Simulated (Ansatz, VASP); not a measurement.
## Cross-check of ZnPbN2 between VASP and Ansatz

Wanted: the spread between two codes on one cell, functional and k mesh. The cell is invented: As first built, before any earlier steps moved the atoms (in the runner's words): it takes the ZnGeAs2 structure with some of its atoms replaced by other elements, volume scaled by an estimate. It may not be a known or stable phase. Of the first pair: The cell is a member of a volume series, scaled by 0.94 from a relaxed one, so a pressure remains. Valence electrons are named where the data sets of a main pair hold unlike numbers.

Main program and level: Ansatz 0.2.0; plane waves, with VASP 6.6.1 beside it; single point at RPBE.

## 1. Starting point

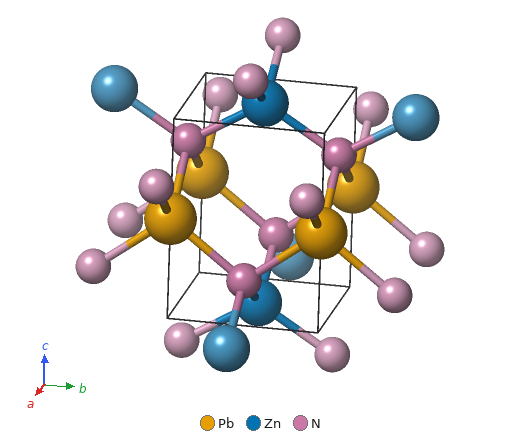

The cell as given, slightly off an axis (lead orange, zinc blue, nitrogen pink). Some periodic images of atoms are drawn too.

Coordinates:

```xyz
4
Lattice="3.5052 0.0000 0.0000 0.0000 3.5052 0.0000 0.0000 0.0000 4.7787" Properties=species:S:1:pos:R:3 pbc="T T T"
Pb    0.0000    0.0000    2.3893
Zn    1.7526    1.7526    0.0000
N     1.7526    0.0000    3.7072
N     0.0000    1.7526    1.0715
```

## 2. VASP: single point, RPBE, volume scaled by 0.94

With cell and atoms fixed, the geometry can't cause a difference; cores, projectors, grids and the points listed under the comparison can.

Lines of VASP's logs that name or quote its potential files are left out, and so is its time.

Input file INCAR:

```
SYSTEM = ZnPbN2
PREC = Accurate
ENCUT = 520
EDIFF = 1E-06
NELM = 100
ISMEAR = 0
SIGMA = 0.05
LREAL = .FALSE.
ALGO = Normal
GGA = RP
NBANDS = 24
LORBIT = 11
LWAVE = .FALSE.
LCHARG = .FALSE.
KPAR = 2
ISIF = 2
```

Input file POSCAR:

```
ZnPbN2
1.0
    3.5052015365      0.0000000000      0.0000000000
    0.0000000000      3.5052015365      0.0000000000
    0.0000000000      0.0000000000      4.7786791771
Pb Zn N
1 1 2
Direct
    0.0000000000      0.0000000000      0.5000000000
    0.5000000000      0.5000000000      0.0000000000
    0.5000000000      0.0000000000      0.7757815908
    0.0000000000      0.5000000000      0.2242184092
```

Input file KPOINTS:

```
Automatic mesh
0
Gamma
6 6 5
0 0 0
```

The projector-augmented-wave data sets are Pb_d, Zn and N (PBE family, release 64).

Started as:

```bash
$ mpirun -np 2 vasp_std
```

Numbers of over 12 decimals in the logs are rounded to 6 here.

What it wrote:

```text
[banner, memory and clock lines left out]
running    2 mpi-ranks, on    1 nodes
 distrk:  each k-point on    1 cores,    2 groups
 distr:  one band on    1 cores,    1 groups

 POSCAR found type information on POSCAR PbZnN
 POSCAR found :  3 types and       4 ions
|                                                                             |
|               ----> ADVICE to this user running VASP <----                  |
|                                                                             |
|     You enforced a specific xc type in the INCAR file but a different       |
|     [... a line on the potential file left out ...]
|     I HOPE YOU KNOW WHAT YOU ARE DOING!                                     |
|                                                                             |

 LDA part: xc-table for (Slater+PW92), standard interpolation
 POSCAR, INCAR and KPOINTS ok, starting setup
 FFT: planning ... GRIDC
 FFT: planning ... GRID_SOFT
 FFT: planning ... GRID
 WAVECAR not read
 entering main loop
       N       E                     dE             d eps       ncg     rms          rms(c)
DAV:   1     0.331285307792E+03    0.33129E+03   -0.18291E+04  1448   0.198E+03
DAV:   2     0.123873082745E+02   -0.31890E+03   -0.30790E+03  1592   0.444E+02
DAV:   3    -0.201288789638E+02   -0.32516E+02   -0.31991E+02  1760   0.150E+02
DAV:   4    -0.211938195516E+02   -0.10649E+01   -0.10627E+01  1616   0.304E+01
DAV:   5    -0.212262821738E+02   -0.32463E-01   -0.32459E-01  1952   0.546E+00    0.119E+01
DAV:   6    -0.174818722474E+02    0.37444E+01   -0.96245E+00  2584   0.793E+01    0.592E+00
DAV:   7    -0.177769214918E+02   -0.29505E+00   -0.35208E+00  1472   0.151E+01    0.382E+00
DAV:   8    -0.177646987361E+02    0.12223E-01   -0.42517E-01  2224   0.686E+00    0.144E+00
DAV:   9    -0.177433643869E+02    0.21334E-01   -0.86059E-02  2328   0.394E+00    0.462E-01
DAV:  10    -0.177435550519E+02   -0.19066E-03   -0.14778E-02  1608   0.823E-01    0.225E-01
DAV:  11    -0.177443535865E+02   -0.79853E-03   -0.15168E-03  1728   0.309E-01    0.108E-01
DAV:  12    -0.177442675957E+02    0.85991E-04   -0.25703E-04  2128   0.174E-01    0.273E-02
DAV:  13    -0.177442794727E+02   -0.11877E-04   -0.49558E-05  1760   0.782E-02    0.111E-02
DAV:  14    -0.177442798859E+02   -0.41317E-06   -0.68992E-06  1920   0.426E-02
   1 F= -.17744280E+02 E0= -.17744068E+02  d E =-.423421E-03
```

Parts of OUTCAR (step 2):

```text
ion  position               nearest neighbor table
   1  0.000  0.000  0.500-   3 2.19   4 2.19   4 2.19   3 2.19   2 3.44   2 3.44   2 3.44   2 3.44
                             2 3.44   2 3.44   2 3.44   2 3.44
   2  0.500  0.500  0.000-   3 2.05   4 2.05   3 2.05   4 2.05   1 3.44   1 3.44   1 3.44   1 3.44
                             1 3.44   1 3.44   1 3.44   1 3.44
   3  0.500  0.000  0.776-   2 2.05   2 2.05   1 2.19   1 2.19
   4  0.000  0.500  0.224-   2 2.05   2 2.05   1 2.19   1 2.19

  LATTYP: Found a simple tetragonal cell.
 ALAT       =     3.5052015365
 C/A-ratio  =     1.3633108189

 Subroutine GETGRP returns: Found  8 space group operations
 (whereof  8 operations were pure point group operations)

The static configuration has the point symmetry D_2d.

 Found     30 irreducible k-points:

   k-points           NKPTS =     30   k-points in BZ     NKDIM =     30   number of bands    NBANDS=     24

   dimension x,y,z NGX =    28 NGY =   28 NGZ =   36
   dimension x,y,z NGXF=    56 NGYF=   56 NGZF=   72

   ENCUT  =  520.0 eV  38.22 Ry    6.18 a.u.   6.52  6.52  8.89*2*pi/ulx,y,z

   NELECT =      36.0000    total number of electrons

 k-points in reciprocal lattice and weights: Automatic mesh
   0.00000000  0.00000000  0.00000000       0.006
   0.16666667  0.00000000  0.00000000       0.022
   0.33333333  0.00000000  0.00000000       0.022
   0.50000000  0.00000000  0.00000000       0.011
   0.16666667  0.16666667  0.00000000       0.022
   0.33333333  0.16666667  0.00000000       0.044
   0.50000000  0.16666667  0.00000000       0.022
   0.33333333  0.33333333  0.00000000       0.022
   0.50000000  0.33333333  0.00000000       0.022
[...]
0.50000000  0.33333333  0.40000000       0.044
   0.50000000  0.50000000  0.40000000       0.011

 average (electrostatic) potential at core
       1 -91.8498       2 -32.9633       3 -63.2165       4 -63.2165

 E-fermi :   5.0134

 k-point     1 :       0.0000    0.0000    0.0000
  band No.  band energies     occupation
    ...
     15       2.2527      2.00000
     16       4.0529      2.00000
     17       4.9931      1.43282
     18       4.9931      1.43282
     19       5.0072      1.13864
     20       7.9825      0.00000
     21      10.3055      0.00000
     22      13.3055      0.00000
     23      13.3055      0.00000
     24      14.3293      0.00000

 k-point     2 :       0.1667    0.0000    0.0000
  band No.  band energies     occupation
    ...
     14       1.6748      2.00000
     15       2.5019      2.00000
     16       3.1745      2.00000
     17       4.6390      2.00000
     18       4.8977      1.99893
     19       5.7376      0.00000
     20       8.6651      0.00000
     21      10.4082      0.00000
     22      12.9505      0.00000
     23      13.4697      0.00000
    ...

 k-point     3 :       0.3333    0.0000    0.0000
  band No.  band energies     occupation
    ...
     14       1.4189      2.00000
     15       1.8839      2.00000
     16       3.0998      2.00000
     17       3.5448      2.00000
     18       4.5920      2.00000
     19       6.7463      0.00000
     20       9.8926      0.00000
     21      10.0762      0.00000
     22      12.6278      0.00000
     23      13.7457      0.00000
    ...

  Total        2.7222808      2.7222808      2.5994927      0.0000000      0.0000000      0.0000000
  in kB       74.2864549     74.2864549     70.9357761      0.0000000      0.0000000      0.0000000
  external PRESSURE =      73.1695620 kB  Pullay stress =       0.0000000 kB

  energy-cutoff  :      520.00
  volume of cell :       58.71
      direct lattice vectors                 reciprocal lattice vectors
     3.505201536  0.000000000  0.000000000     0.285290301  0.000000000  0.000000000
     0.000000000  3.505201536  0.000000000     0.000000000  0.285290301  0.000000000
     0.000000000  0.000000000  4.778679177     0.000000000  0.000000000  0.209262845

 POSITION                                       TOTAL-FORCE (eV/Angst)
 -----------------------------------------------------------------------------------
      0.00000      0.00000      2.38934         0.000000      0.000000     -0.000000
      1.75260      1.75260      0.00000         0.000000     -0.000000     -0.000000
      1.75260      0.00000      3.70721        -0.000000      0.000000      0.117902
      0.00000      1.75260      1.07147         0.000000      0.000000     -0.117902
 -----------------------------------------------------------------------------------
    total drift:                                0.000000      0.000000     -0.000000

  FREE ENERGIE OF THE ION-ELECTRON SYSTEM (eV)
  ---------------------------------------------------
  free  energy   TOTEN  =       -17.7442798859 eV

  energy  without entropy=      -17.7438564644  energy(sigma->0) =      -17.74406818

 total charge
# of ion       s       p       d       tot
------------------------------------------
    1        1.184   0.943   9.948  12.075
    2        0.504   0.512   9.832  10.848
    3        1.274   2.352   0.000   3.626
    4        1.274   2.352   0.000   3.626
--------------------------------------------------
tot          4.237   6.158  19.780  30.175

[... 3 further parts left out ...]
```

The scan keeps the cell's shape and the fractional positions fixed.

## 3. Ansatz: single point, RPBE, volume scaled by 0.94

Ansatz runs on its default PAW (the set named soft_2) files.

The same cell, functional, mesh and smearing now go to Ansatz, which takes its cutoff from its data sets.

Input file input.yaml:

```yaml
crystal:
  lattice:
    - [3.5052015365, 0.0, 0.0]
    - [0.0, 3.5052015365, 0.0]
    - [0.0, 0.0, 4.7786791771]
  atoms:
    - { symbol: Pb, position: [0.0, 0.0, 0.5] }
    - { symbol: Zn, position: [0.5, 0.5, 0.0] }
    - { symbol: "N", position: [0.5, 0.0, 0.7757815908] }
    - { symbol: "N", position: [0.0, 0.5, 0.2242184092] }
hamiltonian:
  xc: rpbe
  pseudopotentials: { kind: paw }
kpoints:
  mp_grid: { grid: [6, 6, 5] }
scf:
  occupations: { method: gaussian, width: 0.05 }
  n_extra_bands: 5
output:
  forces: true
  stress: true
  eigenvalues: true
```

Started as:

```bash
$ ansatz run input.yaml --threads 2 --pin off --max-ram 4608MiB --backend cpu --events-out ev --progress --plain --runs-dir out
```

What it wrote:

```text
scf.n_extra_bands = 5 over 18 filled bands (N_el = 36.0): the run solves 23 bands
Engine: ansatz 0.2.0, aarch64-unknown-linux-gnu
Pseudopotentials: kind: paw
Pseudopotential: Pb, paw, valence charge 14, recommended cutoff 420 eV (normal), Pb.paw.azcp
Pseudopotential: Zn, paw, valence charge 12, recommended cutoff 420 eV (normal), Zn.paw.azcp
Pseudopotential: N, paw, valence charge 5, recommended cutoff 420 eV (normal), N.paw.azcp
Functional definition: RPBE
  parameter kappa = 0.804
  parameter beta = 0.066725
  exchange = rpbe_x(kappa = kappa, mu = beta*pi^2/3)
  correlation = pbe_c(beta = beta)
Crystal: 4 atoms, lattice volume = 58.713 Å³
Basis set: ecut = 420 eV, 1139 PW (Γ), exchange–correlation on 48×48×64 points (8 copies of the dense FFT grid, shifted against one another)
Bands: 23, of which v1, the nominal top of the filled ones, is band 18 counted from 1 (17 counted from 0)
Symmetry: 8 space group operations
Space group: P-4m2 (ITA 115), of the structure as read, at distance tolerance 3.9e-5 Å
k-points: 30 of 180 (time reversal used)
Non-local potential: Pb, projectors of the file, l = 0: 2, l = 1: 2, l = 2: 2, l = 3: 2
Non-local potential: Zn, projectors of the file, l = 0: 2, l = 1: 2, l = 2: 3, l = 3: 1
Non-local potential: N, projectors of the file, l = 0: 2, l = 1: 2, l = 2: 1
PAW form: soft (Blöchl's): semilocal exchange-correlation on the pseudo side does not see the compensation charge
PAW frozen core: Pb, regenerated for the run's functional, and the local potential with it (the file was generated under x = pbe(κ = 0.804, μ = 0.219515), c = pbe(β = 0.066725))
PAW frozen core: Zn, regenerated for the run's functional, and the local potential with it (the file was generated under x = pbe(κ = 0.804, μ = 0.219515), c = pbe(β = 0.066725))
PAW frozen core: N, regenerated for the run's functional, and the local potential with it (the file was generated under x = pbe(κ = 0.804, μ = 0.219515), c = pbe(β = 0.066725))
PAW one-centre angular grid: Pb, 590 points (default); XC on 64 Gauss nodes
PAW one-centre angular grid: Zn, 590 points (default); XC on 64 Gauss nodes
PAW one-centre angular grid: N, 110 points (default); XC on 64 Gauss nodes
Initial density: superposition of atomic densities (neutral atoms: chi_scale 0, normalization atom), corrected by the library's trained network
Initial wavefunctions: pseudopotential atomic-orbital guess
Functional: x = rpbe, c = pbe(β = 0.066725)
SCF iter   1: F=—  HF=-16015.056478 eV  |F-HF|=—  |Δ(HF+E_count)|=         —  Δρ=4.82e-3  dr2=8.61e-3  ethr=1.77e-3  ⟨swp⟩=6.0  Hψ=3339  notcnv=0
preconditioner: auto → none  [insulator: Δε(μ)=0.757 eV  Ē_g=14.129 eV  σ=0.050 eV  W_gap=0.60  n_scr=14 (ndim 8)  ℏωp=29.1 eV  f_vac=0.006  D(μ)=0.34/eV (n_scr^D=0)  ε∞_Penn≈5.2]
SCF iter   2: F=—  HF=-16015.054696 eV  |F-HF|=—  |Δ(HF+E_count)|=   1.78e-3  Δρ=1.53e-3  dr2=1.06e-3  ethr=2.39e-5  ⟨swp⟩=2.0  Hψ=1459  notcnv=0  defer=19
SCF iter   3: F=—  HF=-16015.054488 eV  |F-HF|=—  |Δ(HF+E_count)|=   2.08e-4  Δρ=8.42e-4  dr2=2.74e-4  ethr=2.96e-6  ⟨swp⟩=2.0  Hψ=977  notcnv=0  defer=20
SCF iter   4: F=—  HF=-16015.054505 eV  |F-HF|=—  |Δ(HF+E_count)|=   1.71e-5  Δρ=2.98e-4  dr2=3.42e-5  ethr=7.60e-7  ⟨swp⟩=2.6  Hψ=1053  notcnv=0  defer=20
SCF iter   5: F=—  HF=-16015.054461 eV  |F-HF|=—  |Δ(HF+E_count)|=   4.44e-5  Δρ=6.88e-5  dr2=1.58e-6  ethr=9.50e-8  ⟨swp⟩=2.6  Hψ=1222  notcnv=0  defer=20
SCF iter   6: F=-16015.054462 eV  HF=-16015.054462 eV  |F-HF|=9.86e-9  |Δ(HF+E_count)|=   1.24e-6  Δρ=1.09e-5  dr2=7.37e-8  ethr=2.78e-10  ⟨swp⟩=8.6  Hψ=4032  notcnv=0
SCF 1 converged in 6 iterations: F = -16015.054462 eV  dr2 = 7.37e-8
  greatest PAW one-centre occupation: 0.984 electrons in one spin orbital (limit 2), on the Zn atom at site 1 (counted from 0), in its partial waves of l = 2
SCF converged after 6 iterations
Free energy (F): -16015.054462 eV
Harris-Foulkes:  -16015.054462 eV  (|F-HF|=9.86e-9)
Internal energy: -16015.054042 eV  (E = F + TS)
E sigma→0 (E₀):  -16015.054252 eV
Entropy (-TS):   -0.000419 eV (-0.105 meV/atom)
Fermi energy:    9.684459 eV
--- Per-component energies (eV) ---
  E_band       = 37.046077
  E_kinetic    = 679.008044
  E_local      = -3064.244383  (includes V_loc(G=0)·N_el)
  E_nonlocal   = 1058.698236
  E_hartree    = 1238.530116
  E_xc         = -475.581739
  E_vxc        = -332.394332  (∫ρ·V_xc dr)
  E_paw        = -12518.863064  (= ΣΔE_a)
  E_vpaw       = -781.077315  (= ΣTr[D̂ρ^β])
  E_aug_tail   = -0.000140  (compensation charges beyond the density's cutoff)
  E_ewald      = -2932.568612
  E_core_change = -0.032501  (= ΣΔE_core)
  E_smearing   = -0.000419  (= −TS)
  E_closure    = 0.000000  (closes the sum)
  Σ components = -16015.054462   (vs F -16015.054462, Δ=0.00e0)
--- Forces (eV/Å), atoms counted from 1 ---
  atom   1  Pb     0.00000000     0.00000000     0.00000000
  atom   2  Zn     0.00000000     0.00000000     0.00000000
  atom   3  N     -0.00000000     0.00000000     0.14797064
  atom   4  N     -0.00000000     0.00000000    -0.14797064
  max |Σ_I F_I| component: 2.78e-17 eV/Å
--- Stress (GPa, compression-positive) ---
        7.120626       0.000000       0.000000
        0.000000       7.120626       0.000000
       -0.000000       0.000000       6.842279
  P = ⅓ Tr σ = 7.0278 GPa (70.278 kbar)
--- Band table (eV; the first three rows and the last of 30) ---
  k-point 0: bands = [... 14 lower, 6.9278, 8.7380, 9.6631, 9.6631, 9.6803, 12.6667, 14.9918, 17.9898, ... 1 higher]
  k-point 1: bands = [... 14 lower, 7.1645, 8.0763, 9.3980, 9.3980, 10.4671, 12.7867, 15.0658, 18.0488, ... 1 higher]
  k-point 2: bands = [... 14 lower, 7.7332, 7.7332, 8.7802, 8.7802, 11.5118, 12.7976, 15.3639, 16.8020, ... 1 higher]
  k-point 29: bands = [... 14 lower, 6.2927, 6.2927, 6.5217, 7.3941, 13.1857, 14.5367, 14.5367, 17.9458, ... 1 higher]
```

Wall time 3.6 s (2 threads of Arm Neoverse N1, shared host); peak memory 0.36 GiB.

The run ends at a pressure of 7.03 GPa, with forces up to 0.15 eV/Å.

## 4. Side by side

Known differences besides the potentials themselves: the cutoff is 420 eV in Ansatz and 520 eV in VASP; Ansatz makes its cores anew for this functional, VASP keeps those of its PBE data sets; VASP leaves aspherical gradient terms in its spheres out (LASPH is not set), Ansatz keeps them. Total energies have different zeros and are not compared.

The two programs side by side:

```
                                        quantity  Ansatz  VASP  difference
                                  pressure (GPa)    7.03  7.32       -0.29
pressure without Ansatz's Pulay correction (GPa)    6.67  7.32       -0.65
```

Forces (eV/Å; atoms numbered as in POSCAR):

```
atom        Ansatz x, y, z          VASP x, y, z
 Pb1   0.000, 0.000, 0.000   0.000, 0.000, 0.000
 Zn2   0.000, 0.000, 0.000   0.000, 0.000, 0.000
  N3   0.000, 0.000, 0.148   0.000, 0.000, 0.118
  N4  0.000, 0.000, -0.148  0.000, 0.000, -0.118
```

The forces differ by 12 meV/Å r.m.s., which is 25.5 % of the r.m.s. force of 0.048 eV/Å (both taken over all components). Ansatz's pressure holds a Pulay correction of 0.36 GPa; VASP's holds none.

## 5. Other set-ups

Further runs change the set-up of one program: Ansatz's method, potentials or start, or VASP's data sets, cutoff or form of LDA. The table gives Ansatz less VASP for each quantity, since a change that brings one quantity closer may part another.

```
                                        run  r.m.s. force difference (meV/Å)  pressure (GPa)  pressure without Ansatz's Pulay correction (GPa)
                                   as above                               12           -0.29                                             -0.65
                       cores kept as stored                               12           -0.29                                             -0.66
    Ansatz's larger PAW set (cutoff 900 eV)                               16           -0.26                                             -0.35
norm-conserving potentials (cutoff 1240 eV)                              4.2           -0.24
```

(Part 1 of 2 ends here.)

[Lines on the potential files, build, host, timing and source positions are cut from VASP's logs without a mark.]

[Logs are printed without paths, hosts, clocks, repeated set-up lines and the standing remarks that a program may print on its own settings, such as how far it seeks lower states.]

[Hosts, paths, dates, database ids (printed as entryN), source tags and the programs' standing remarks are cut or masked in the printed files.]
